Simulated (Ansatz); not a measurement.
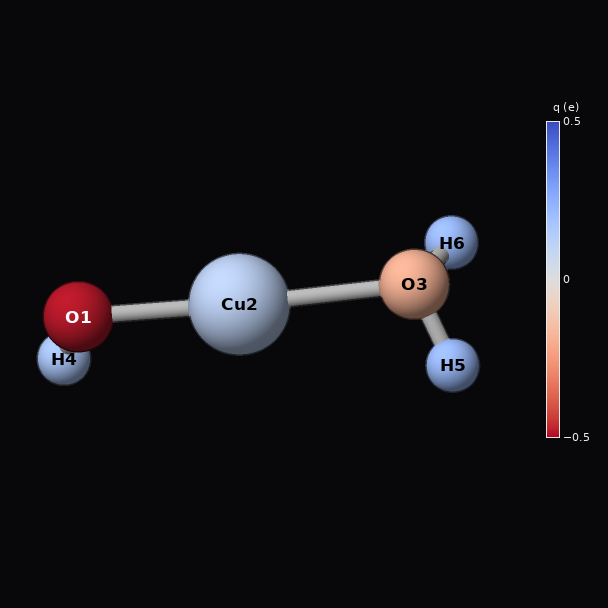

Atoms are coloured by their Mulliken charges. The species is neutral and a spin singlet. The geometry was computed by an optimisation with PBE-D4/def2-SVP. No frequency run is at hand to confirm it as a minimum. Method: RKS PBE-D4/def2-SVP (Ansatz 0.2.0).

Give the Mulliken charges atom by atom.

| atom | value (e) |
| --- | --- |
| O1 | −0.48 |
| Cu2 | 0.10 |
| O3 | −0.18 |
| H4 | 0.15 |
| H5 | 0.20 |
| H6 | 0.20 |

Mulliken values depend strongly on the basis set and can even reverse the polarity of a bond.
